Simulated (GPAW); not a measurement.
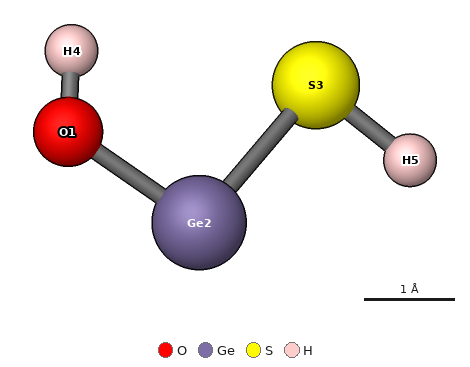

*The input geometry (ball-and-stick view, seen at an oblique angle; atoms are numbered from 1 in the order of the input). Sticks mark near contacts.*

# Property calculation, with input and output: GeH₂SO

The run: property calculation of GeH₂SO, SMILES [OH][Ge][SH]. Method and program: revPBE/dzp, dispersion D3(BJ), scalar-relativistic datasets + spin-orbit (GPAW 26.7.0).

The geometry comes from this level: PBE0-D4/def2-TZVP.

### Input (geh2os_sp.py)
```python
import numpy as np
from ase.calculators.mixing import SumCalculator
from ase.io.zmatrix import parse_zmatrix
from ase.units import Debye
from dftd3.ase import DFTD3
from gpaw import GPAW
from gpaw.spinorbit import soc_eigenstates

zmat = """
O
Ge 1 r2
S 2 r3 1 a3
H 1 r4 2 a4 3 d4
H 3 r5 2 a5 1 d5
"""
values = dict(r2=1.782383, r3=2.26009, a3=97.87958, r4=0.961482, a4=117.3808, d4=0.02436, r5=1.342896, a5=93.56242, d5=-179.97957)
molecule = parse_zmatrix(zmat, defs=values)
molecule.center(vacuum=4.5)

dft = GPAW(mode='lcao',
           basis='dzp',
           h=0.18,
           xc='revPBE',
           maxiter=100,
           poissonsolver={'name': 'MomentCorrectionPoissonSolver', 'poissonsolver': 'fast', 'moment_corrections': 4},
           symmetry='off',
           txt='-')
molecule.calc = SumCalculator([DFTD3(method='revPBE', damping='d3bj'), dft])

energy = molecule.get_potential_energy()
print(f'Energy = {energy:.5f} eV')
forces = molecule.get_forces()
print('Forces (eV/Ang)')
for symbol, f in zip(molecule.symbols, forces):
    print(f'{symbol:2} {f[0]:9.4f} {f[1]:9.4f} {f[2]:9.4f}')
dipole = dft.get_dipole_moment(molecule) / Debye
print(f'Dipole = {np.linalg.norm(dipole):.3f} D')
homo, lumo = dft.get_homo_lumo()
print(f'HOMO = {homo:.3f} eV')
print(f'LUMO                    {lumo:.3f} eV')
print(f'Gap = {lumo - homo:.3f} eV')

soc = soc_eigenstates(dft)
soc_levels = soc.eigenvalues()[0]
print('Levels with spin-orbit coupling (eV):')
print(soc_levels.round(3))
```

Command:
```bash
python3 -u geh2os_sp.py | tee geh2os_sp.out
```

### Output
```
__  _  _
 | _ |_)|_||  |
 |__||  | ||/\| - 26.7.0

units:  Angstrom and eV
cores:  1
OpenMP: False

Versions:
  Python: 3.12.14
  ASE:    3.29.0
  Numpy:  2.5.5
  Scipy:  1.18.1
  Libxc:  7.0.0

        _gpaw.cpython-312-aarch64-linux-gnu.so

Input parameters:
  mode=LCAO(),
  basis={'default': 'dzp'},
  h=0.18,
  maxiter=100,
  poissonsolver=PoissonSolver(name='MomentCorrectionPoissonSolver', poissonsolver='fast', moment_corrections=4),
  symmetry=Symmetry(point_group=False, time_reversal=False),
  xc=XC(name='revPBE')
        .-------------------------------.
       /|                               |
      / |                               |
     /  |                               |
    /   |                               |
   /    |                               |
  /     |                               |
 *      |                               |
 |      |              S  H             |
 |      |       H                       |
 |      |       O    Ge                 |
 |      .-------------------------------.
 |     /                               /
 |    /                               /
 |   /                               /
 |  /                               /
 | /                               /
 |/                               /
 *-------------------------------*

Atoms  # Å, Bohr magnetons
|   | symbol |        x |        y |        z |    initial magnetic moments |
|---|--------|----------|----------|----------|-----------------------------|
| 0 |      O | 4.942188 | 4.500000 | 4.500478 | ( 0.0000,  0.0000,  0.0000) |
| 1 |     Ge | 6.724571 | 4.500000 | 4.500478 | ( 0.0000,  0.0000,  0.0000) |
| 2 |      S | 7.034410 | 6.738751 | 4.500478 | ( 0.0000,  0.0000,  0.0000) |
| 3 |      H | 4.500000 | 5.353767 | 4.500115 | ( 0.0000,  0.0000,  0.0000) |
| 4 |      H | 8.373496 | 6.637661 | 4.500000 | ( 0.0000,  0.0000,  0.0000) |

Unit cell  # Å
| periodic |         x |         y |        z |   lengths |    angles |
|----------|-----------|-----------|----------|-----------|-----------|
|       no | 12.873496 |  0.000000 | 0.000000 | 12.873496 | 90.000000 |
|       no |  0.000000 | 11.238751 | 0.000000 | 11.238751 | 90.000000 |
|       no |  0.000000 |  0.000000 | 9.000478 |  9.000478 | 90.000000 |

Number of symmetries: 1
Symmetry operations  # r_c * U_cc + t_c -> r_c
|   | kind |            matrix            |
|---|------|------------------------------|
| 0 |  E   |  1, 0, 0,  0, 1, 0,  0, 0, 1 |

BZ-sampling:
  Number of BZ points: 1
  Number of IBZ points: 1

  Monkhorst-Pack size: [1, 1, 1]
  Monkhorst-Pack shift: [0, 0, 0]

K-points  # in reciprocal-cell coordinates
|   |                                coordinates |     weight |
|---|--------------------------------------------|------------|
| 0 | (  0.00000000,   0.00000000,   0.00000000) | 1.00000000 |

basis functions: 49
Spin-components: 1 (collinear spins)
Bands:           14
Projectors:      21
Spin-degeneracy: 2
Datatype:        <class 'float'>

  Storage: CPU
  Wave functions: 5_488 bytes (5_488 per core)

Parallelization:
  kpt:    1
  domain: 1
  band:   1

Density:
  Valence electrons: 18.0
  Components: 1
  Grid points: [72 64 52]
  Charge: 0.0  # |e|

Potential:
  Grid points: [72 64 52]

species:
  O:
    name:    Oxygen
    Z:       8.0
    valence: 6
    core:    2
    charge:  0.0  # [|e|]
    file:    O.revPBE.gz
    compensation charges:
      type: gauss
      rc: 0.21  # [Å]
      lmax: 2
    cutoffs:
      filter: 1.17  # [Å]
      core: 0.83  # [Å]
    projectors
    | kind |    occ | energy [eV] | rcut [Å] |
    |------|--------|-------------|----------|
    |   2s |  2.000 |     -23.998 |    0.688 |
    |   2p |  4.000 |      -8.969 |    0.598 |
    |    s |        |       3.214 |    0.688 |
    |    p |        |      18.243 |    0.598 |
    |    d |        |       0.000 |    0.619 |

    LCAO basis set for O:
      Name: dzp
      File: O.dzp.basis.gz
      Number of radial functions: 5
      Number of spherical harmonics: 13
        l=0, rc=4.3438 Bohr: 2s-sz confined orbital
        l=1, rc=5.3906 Bohr: 2p-sz confined orbital
        l=0, rc=2.2969 Bohr: 2s-dz split-valence wave
        l=1, rc=2.8906 Bohr: 2p-dz split-valence wave
        l=2, rc=5.3906 Bohr: d-type Gaussian polarization
      Number of RI-basis functions 0

  Ge:
    name:    Germanium
    Z:       32.0
    valence: 4
    core:    28
    charge:  0.0  # [|e|]
    file:    Ge.revPBE.gz
    compensation charges:
      type: gauss
      rc: 0.32  # [Å]
      lmax: 2
    cutoffs:
      filter: 1.77  # [Å]
      core: 3.42  # [Å]
    projectors
    | kind |    occ | energy [eV] | rcut [Å] |
    |------|--------|-------------|----------|
    |   4s |  2.000 |     -11.662 |    1.005 |
    |   4p |  2.000 |      -3.852 |    1.005 |
    |    s |        |      15.549 |    1.005 |
    |    p |        |      23.359 |    1.005 |
    |    d |        |       0.000 |    1.005 |

    LCAO basis set for Ge:
      Name: dzp
      File: Ge.dzp.basis.gz
      Number of radial functions: 5
      Number of spherical harmonics: 13
        l=0, rc=6.6406 Bohr: 4s-sz confined orbital
        l=1, rc=8.9688 Bohr: 4p-sz confined orbital
        l=0, rc=3.7500 Bohr: 4s-dz split-valence wave
        l=1, rc=5.3281 Bohr: 4p-dz split-valence wave
        l=2, rc=8.9688 Bohr: d-type Gaussian polarization
      Number of RI-basis functions 0

  S:
    name:    Sulfur
    Z:       16.0
    valence: 6
    core:    10
    charge:  0.0  # [|e|]
    file:    S.revPBE.gz
    compensation charges:
      type: gauss
      rc: 0.24  # [Å]
      lmax: 2
    cutoffs:
      filter: 1.77  # [Å]
      core: 1.66  # [Å]
    projectors
    | kind |    occ | energy [eV] | rcut [Å] |
    |------|--------|-------------|----------|
    |   3s |  2.000 |     -17.230 |    0.974 |
    |   3p |  4.000 |      -6.978 |    0.979 |
    |    s |        |       9.981 |    0.974 |
    |    p |        |      20.234 |    0.979 |
    |    d |        |       0.000 |    0.900 |

    LCAO basis set for S:
      Name: dzp
      File: S.dzp.basis.gz
      Number of radial functions: 5
      Number of spherical harmonics: 13
        l=0, rc=5.5156 Bohr: 3s-sz confined orbital
        l=1, rc=6.9375 Bohr: 3p-sz confined orbital
        l=0, rc=3.0469 Bohr: 3s-dz split-valence wave
        l=1, rc=3.9375 Bohr: 3p-dz split-valence wave
        l=2, rc=6.9375 Bohr: d-type Gaussian polarization
      Number of RI-basis functions 0

  H:
    name:    Hydrogen
    Z:       1.0
    valence: 1
    core:    0
    charge:  0.0  # [|e|]
    file:    H.revPBE.gz
    compensation charges:
      type: gauss
      rc: 0.15  # [Å]
      lmax: 2
    cutoffs:
      filter: 0.85  # [Å]
      core: 0.53  # [Å]
    projectors
    | kind |    occ | energy [eV] | rcut [Å] |
    |------|--------|-------------|----------|
    |   1s |  1.000 |      -6.547 |    0.476 |
    |    s |        |      20.664 |    0.476 |
    |    p |        |       0.000 |    0.476 |

    LCAO basis set for H:
      Name: dzp
      File: H.dzp.basis.gz
      Number of radial functions: 3
      Number of spherical harmonics: 5
        l=0, rc=6.4219 Bohr: 1s-sz confined orbital
        l=0, rc=3.6094 Bohr: 1s-dz split-valence wave
        l=1, rc=6.4219 Bohr: p-type Gaussian polarization
      Number of RI-basis functions 0

Reference energy: -70030.156653  # eV

eigensolver:
  <gpaw.new.lcao.eigensolver.LCAOEigensolver object at 0xeb746a5e29c0>
density mixing:
  MSR1-Mixer
  Pratt-step length: 0.05
  Maximum mixing coefficient: 0.75
  Old densities: 10
  SVD Regularization: 0.005
  Good broyden scale: 1.0
  Trust region scale: 1.0
  Backstep threshold: 4.0
  History deletion threshold: 6.0
  Fourier metric: weight=20.0, sigma=0.015

occupation numbers:
  # Zero width

FastPoissonSolver using
    Stencil: 6*3+1=19 point O(h^6) finite-difference Laplacian
    FFT axes: []
    FST axes: [np.int64(2), np.int64(1), np.int64(0)]

    1 moment corrections:
      [center] range(0, 4)
xc functional:
  name: revPBE with 2 nearest neighbor stencil
interpolation: tri-quintic # 5. degree polynomial

        .-------------------------------.
       /|                               |
      / |                               |
     /  |                               |
    /   |                               |
   /    |                               |
  /     |                               |
 *      |                               |
 |      |              S  H             |
 |      |       H                       |
 |      |       O    Ge                 |
 |      .-------------------------------.
 |     /                               /
 |    /                               /
 |   /                               /
 |  /                               /
 | /                               /
 |/                               /
 *-------------------------------*

Atoms  # Å, Bohr magnetons
|   | symbol |        x |        y |        z |    initial magnetic moments |
|---|--------|----------|----------|----------|-----------------------------|
| 0 |      O | 4.942188 | 4.500000 | 4.500478 | ( 0.0000,  0.0000,  0.0000) |
| 1 |     Ge | 6.724571 | 4.500000 | 4.500478 | ( 0.0000,  0.0000,  0.0000) |
| 2 |      S | 7.034410 | 6.738751 | 4.500478 | ( 0.0000,  0.0000,  0.0000) |
| 3 |      H | 4.500000 | 5.353767 | 4.500115 | ( 0.0000,  0.0000,  0.0000) |
| 4 |      H | 8.373496 | 6.637661 | 4.500000 | ( 0.0000,  0.0000,  0.0000) |

Unit cell  # Å
| periodic |         x |         y |        z |   lengths |    angles |
|----------|-----------|-----------|----------|-----------|-----------|
|       no | 12.873496 |  0.000000 | 0.000000 | 12.873496 | 90.000000 |
|       no |  0.000000 | 11.238751 | 0.000000 | 11.238751 | 90.000000 |
|       no |  0.000000 |  0.000000 | 9.000478 |  9.000478 | 90.000000 |

Number of symmetries: 1
Symmetry operations  # r_c * U_cc + t_c -> r_c
|   | kind |            matrix            |
|---|------|------------------------------|
| 0 |  E   |  1, 0, 0,  0, 1, 0,  0, 0, 1 |

BZ-sampling:
  Number of BZ points: 1
  Number of IBZ points: 1

  Monkhorst-Pack size: [1, 1, 1]
  Monkhorst-Pack shift: [0, 0, 0]

K-points  # in reciprocal-cell coordinates
|   |                                coordinates |     weight |
|---|--------------------------------------------|------------|
| 0 | (  0.00000000,   0.00000000,   0.00000000) | 1.00000000 |

basis functions: 49
Spin-components: 1 (collinear spins)
Bands:           14
Projectors:      21
Spin-degeneracy: 2
Datatype:        <class 'float'>

  Storage: CPU
  Wave functions: 5_488 bytes (5_488 per core)

Parallelization:
  kpt:    1
  domain: 1
  band:   1

Density:
  Valence electrons: 18.0
  Components: 1
  Grid points: [72 64 52]
  Charge: 0.0  # |e|

Potential:
  Grid points: [72 64 52]

species:
  O:
    name:    Oxygen
    Z:       8.0
    valence: 6
    core:    2
    charge:  0.0  # [|e|]
    file:    O.revPBE.gz
    compensation charges:
      type: gauss
      rc: 0.21  # [Å]
      lmax: 2
    cutoffs:
      filter: 1.17  # [Å]
      core: 0.83  # [Å]
    projectors
    | kind |    occ | energy [eV] | rcut [Å] |
    |------|--------|-------------|----------|
    |   2s |  2.000 |     -23.998 |    0.688 |
    |   2p |  4.000 |      -8.969 |    0.598 |
    |    s |        |       3.214 |    0.688 |
    |    p |        |      18.243 |    0.598 |
    |    d |        |       0.000 |    0.619 |

    LCAO basis set for O:
      Name: dzp
      File: O.dzp.basis.gz
      Number of radial functions: 5
      Number of spherical harmonics: 13
        l=0, rc=4.3438 Bohr: 2s-sz confined orbital
        l=1, rc=5.3906 Bohr: 2p-sz confined orbital
        l=0, rc=2.2969 Bohr: 2s-dz split-valence wave
        l=1, rc=2.8906 Bohr: 2p-dz split-valence wave
        l=2, rc=5.3906 Bohr: d-type Gaussian polarization
      Number of RI-basis functions 0

  Ge:
    name:    Germanium
    Z:       32.0
    valence: 4
    core:    28
    charge:  0.0  # [|e|]
    file:    Ge.revPBE.gz
    compensation charges:
      type: gauss
      rc: 0.32  # [Å]
      lmax: 2
    cutoffs:
      filter: 1.77  # [Å]
      core: 3.42  # [Å]
    projectors
    | kind |    occ | energy [eV] | rcut [Å] |
    |------|--------|-------------|----------|
    |   4s |  2.000 |     -11.662 |    1.005 |
    |   4p |  2.000 |      -3.852 |    1.005 |
    |    s |        |      15.549 |    1.005 |
    |    p |        |      23.359 |    1.005 |
    |    d |        |       0.000 |    1.005 |

    LCAO basis set for Ge:
      Name: dzp
      File: Ge.dzp.basis.gz
      Number of radial functions: 5
      Number of spherical harmonics: 13
        l=0, rc=6.6406 Bohr: 4s-sz confined orbital
        l=1, rc=8.9688 Bohr: 4p-sz confined orbital
        l=0, rc=3.7500 Bohr: 4s-dz split-valence wave
        l=1, rc=5.3281 Bohr: 4p-dz split-valence wave
        l=2, rc=8.9688 Bohr: d-type Gaussian polarization
      Number of RI-basis functions 0

  S:
    name:    Sulfur
    Z:       16.0
    valence: 6
    core:    10
    charge:  0.0  # [|e|]
    file:    S.revPBE.gz
    compensation charges:
      type: gauss
      rc: 0.24  # [Å]
      lmax: 2
    cutoffs:
      filter: 1.77  # [Å]
      core: 1.66  # [Å]
    projectors
    | kind |    occ | energy [eV] | rcut [Å] |
    |------|--------|-------------|----------|
    |   3s |  2.000 |     -17.230 |    0.974 |
    |   3p |  4.000 |      -6.978 |    0.979 |
    |    s |        |       9.981 |    0.974 |
    |    p |        |      20.234 |    0.979 |
    |    d |        |       0.000 |    0.900 |

    LCAO basis set for S:
      Name: dzp
      File: S.dzp.basis.gz
      Number of radial functions: 5
      Number of spherical harmonics: 13
        l=0, rc=5.5156 Bohr: 3s-sz confined orbital
        l=1, rc=6.9375 Bohr: 3p-sz confined orbital
        l=0, rc=3.0469 Bohr: 3s-dz split-valence wave
        l=1, rc=3.9375 Bohr: 3p-dz split-valence wave
        l=2, rc=6.9375 Bohr: d-type Gaussian polarization
      Number of RI-basis functions 0

  H:
    name:    Hydrogen
    Z:       1.0
    valence: 1
    core:    0
    charge:  0.0  # [|e|]
    file:    H.revPBE.gz
    compensation charges:
      type: gauss
      rc: 0.15  # [Å]
      lmax: 2
    cutoffs:
      filter: 0.85  # [Å]
      core: 0.53  # [Å]
    projectors
    | kind |    occ | energy [eV] | rcut [Å] |
    |------|--------|-------------|----------|
    |   1s |  1.000 |      -6.547 |    0.476 |
    |    s |        |      20.664 |    0.476 |
    |    p |        |       0.000 |    0.476 |

    LCAO basis set for H:
      Name: dzp
      File: H.dzp.basis.gz
      Number of radial functions: 3
      Number of spherical harmonics: 5
        l=0, rc=6.4219 Bohr: 1s-sz confined orbital
        l=0, rc=3.6094 Bohr: 1s-dz split-valence wave
        l=1, rc=6.4219 Bohr: p-type Gaussian polarization
      Number of RI-basis functions 0

Reference energy: -70030.156653  # eV

eigensolver:
  <gpaw.new.lcao.eigensolver.LCAOEigensolver object at 0xeb74680442c0>
density mixing:
  MSR1-Mixer
  Pratt-step length: 0.05
  Maximum mixing coefficient: 0.75
  Old densities: 10
  SVD Regularization: 0.005
  Good broyden scale: 1.0
  Trust region scale: 1.0
  Backstep threshold: 4.0
  History deletion threshold: 6.0
  Fourier metric: weight=20.0, sigma=0.015

occupation numbers:
  # Zero width

FastPoissonSolver using
    Stencil: 6*3+1=19 point O(h^6) finite-difference Laplacian
    FFT axes: []
    FST axes: [np.int64(2), np.int64(1), np.int64(0)]

    1 moment corrections:
      [center] range(0, 4)
xc functional:
  name: revPBE with 2 nearest neighbor stencil
interpolation: tri-quintic # 5. degree polynomial

Initialization done in: 10.861 s

convergence criteria:
- Maximum [total energy] change in last 3 cyles: 0.0005 eV / valence electron
- Maximum integral of absolute [dens]ity change: 0.0001 electrons / valence electron
- Maximum integral of absolute [eigenst]ate change: 4e-08 eV^2 / valence electron
maximum number of iterations: 100

SCF iterations
|iter     |     time |      energy | eigst |  dens |
|---------|----------|-------------|-------|-------|
|iter:   1| 00:00:11 |  -22.017386 |      c|       |
|iter:   2| 00:00:11 |  -21.589417 |      c| -0.80 |
|iter:   3| 00:00:12 |  -20.430846 |      c| -0.84 |
|iter:   4| 00:00:12 |  -20.404923 |      c| -1.33 |
|iter:   5| 00:00:13 |  -20.393228 |      c| -1.59 |
|iter:   6| 00:00:14 |  -20.391081 |      c| -2.27 |
|iter:   7| 00:00:14 |  -20.391016c|      c| -2.78 |
|iter:   8| 00:00:15 |  -20.391007c|      c| -3.24 |
|iter:   9| 00:00:16 |  -20.391007c|      c| -3.97 |
|iter:  10| 00:00:16 |  -20.391007c|      c| -4.77c|

Converged in 10 steps
SCF loop duration: 5.484 s (0.548 s/step)
Energy contributions relative to reference atoms: (reference = -70030.156653)

Energy contributions:
  Kinetic:          44.167745
  Coulomb:         -43.151322
  Zero:              0.239200
  External:          0.000000
  Xc:              -21.646630
  Entropy:           0.000000
  Spinorbit:         0.000000
  ----------------------------
  Free energy:     -20.391007
  Extrapolated:    -20.391007

dipole moment: (0.135582, 0.055381, -0.000157)  # |e|*Ang

Fermi level: -4.155
Eigenvalues  # (at kpt = [0.000, 0.000, 0.000])
| band index |      eig [eV] | occ [0-2] |
|------------|---------------|-----------|
|          0 |       -24.554 |     2.000 |
|          1 |       -17.850 |     2.000 |
|          2 |       -13.323 |     2.000 |
|          3 |       -10.739 |     2.000 |
|          4 |        -9.256 |     2.000 |
|          5 |        -7.740 |     2.000 |
|          6 |        -7.617 |     2.000 |
|          7 |        -6.144 |     2.000 |
|          8 |        -5.983 |     2.000 |
|          9 |        -2.327 |     0.000 |
|         10 |        -0.298 |     0.000 |
|         11 |         0.595 |     0.000 |
|         12 |         0.790 |     0.000 |
|         13 |         2.954 |     0.000 |

Gap: 3.655 eV
Transition (v -> c):
  (s=0, k=0, n=8, [0.00, 0.00, 0.00]) -> (s=0, k=0, n=9, [0.00, 0.00, 0.00])
No difference between direct/indirect transitions
vacuum-level: 0.000  # V
Energy = -20.64192 eV

Forces  # eV/Ang
|        x |        y |        z |
|----------|----------|----------|
| -1.05377 | -1.31388 |  0.00108 |  # O    0
|  1.42636 | -0.62965 |  0.00015 |  # Ge   1
| -0.57525 |  0.76994 |  0.00030 |  # S    2
| -0.54376 |  1.17421 | -0.00040 |  # H    3
|  0.71716 | -0.06417 | -0.00010 |  # H    4

Force computation time: 0.198  # s
Forces (eV/Ang)
O    -1.0394   -1.3001    0.0011
Ge    1.4286   -0.6189    0.0001
S    -0.6008    0.7473    0.0003
H    -0.5273    1.1805   -0.0004
H     0.7095   -0.0725   -0.0001
Dipole = 0.703 D
HOMO = -5.983 eV
LUMO                    -2.327 eV
Gap = 3.655 eV
Levels with spin-orbit coupling (eV):
[-24.554 -24.554 -17.85  -17.85  -13.323 -13.323 -10.74  -10.74   -9.257
  -9.257  -7.74   -7.74   -7.617  -7.617  -6.144  -6.144  -5.983  -5.983
  -2.328  -2.328  -0.298  -0.298   0.595   0.595   0.792   0.792   2.954
   2.954]
```

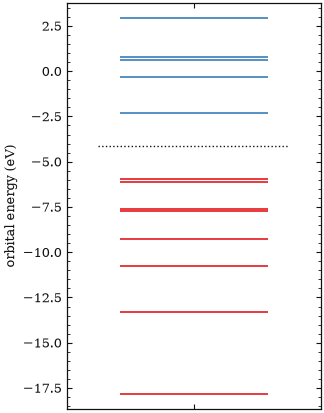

*Orbital energies near the frontier; the dotted line parts filled from empty levels, and levels within 0.02 eV of each other stand side by side.*

Highest filled −5.98 eV, lowest empty −2.33 eV, 3.65 eV apart.

### Results in brief

| quantity | value |
| --- | --- |
| outcome | converged |
| energy relative to the program's reference atoms | −20.6419 eV |
| dispersion energy | −0.009221 hartree |
| basis functions | 49 |
| largest force | 1.664 eV/Å |
| HOMO | −5.98 eV |
| LUMO | −2.33 eV |
| dipole moment | 0.70 D |
| hardware | 1 thread of Arm Neoverse V1, 24 GiB of memory available, shared host |
| wall time | 17 s |
| peak memory | 0.86 GiB |
